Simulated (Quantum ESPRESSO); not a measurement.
# Carrying a functional's shift from two faces of K to a third

Method. Quantum ESPRESSO 7.5 (pw.x, pp.x), GBRV ultrasoft files, cold smearing of 0.02 Ry; slabs at the tabulated lattice constant, relaxed under PBE by Ansatz 0.2.0; both functionals on the same atoms. Work functions in eV.

```tsv
face	area an atom (Å²)	PBE	LDA
(110)	19.34	2.367	2.501
(100)	27.35	2.205	2.333
(111)	47.38	2.176	withheld
```

One more run was made and is withheld. What does LDA give for (111)?

**Worked estimate.** The shifts from PBE are 2.501 − 2.367 = +0.134 eV and 2.333 − 2.205 = +0.128 eV, +0.131 eV in the mean. A rigid shift gives 2.176 + (+0.131) = 2.307 eV.

What the calculation gave: 2.309 eV; the estimate misses by −0.002 eV. The shift is rigid within 0.03 eV, so differences between faces carry over.

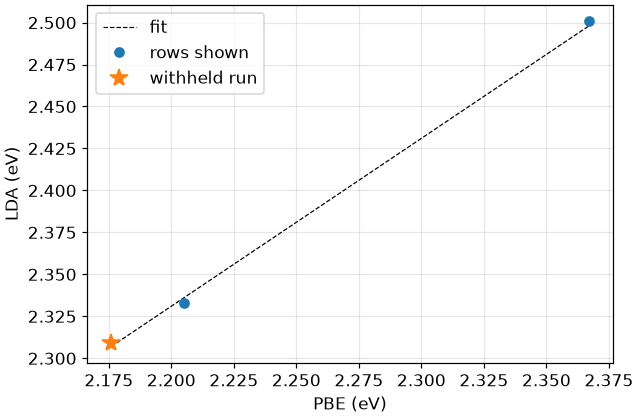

The rows shown, the fit and the withheld run.

**Limits.** Thin, unreconstructed slabs; thickness and mesh leave some 0.05 to 0.1 eV open, which largely cancels in the shift.

[Logs are printed without paths, hosts, clocks, repeated set-up lines and the standing remarks that a program may print on its own settings, such as how far it seeks lower states.]
